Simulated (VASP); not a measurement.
Si2N

```cif
data_structure
_symmetry_space_group_name_H-M 'P 1'
_symmetry_Int_Tables_number 1
_cell_length_a 4.0911
_cell_length_b 4.0911
_cell_length_c 4.7967
_cell_angle_alpha 90.000
_cell_angle_beta 90.000
_cell_angle_gamma 90.000
_cell_volume 80.28
loop_
_atom_site_label
_atom_site_type_symbol
_atom_site_fract_x
_atom_site_fract_y
_atom_site_fract_z
_atom_site_occupancy
Si1 Si 0.00000 0.50000 0.25000 1
Si2 Si 0.50000 0.00000 0.75000 1
Si3 Si 0.50000 0.00000 0.25000 1
Si4 Si 0.00000 0.50000 0.75000 1
N1 N 0.00000 0.00000 0.00000 1
N2 N 0.50000 0.50000 0.50000 1
```

Space group I4/mmm; a generated structure, not necessarily the stable one; computed pressure about −3 GPa in this cell.

Level of theory: VASP, Kohn-Sham DFT of a periodic cell, PBEsol, VASP PAW PBE potentials, recommended.

### Predict the valence pseudo-density and electron localisation function between the atoms.

Si–N (2.37 Å): the density is about 0.34 e/Å³ at the midpoint; the ELF peaks at about 0.85 in the valence shell of N, 0.6 Å from its nucleus, and drops to about 0.40 between the two atoms.
Si–Si (2.40 Å): the density is about 0.47 e/Å³ at the midpoint; the ELF peaks at about 0.85 between the atoms.

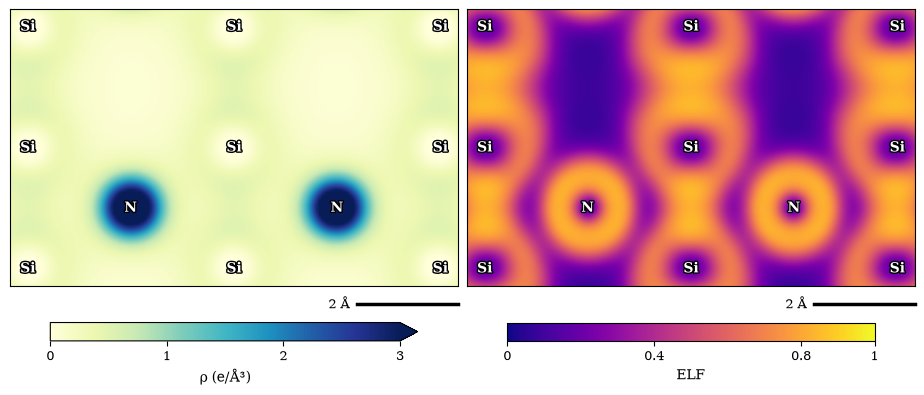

Computed valence pseudo-density and electron localisation function on the (100) plane of the conventional cell, in this order. 
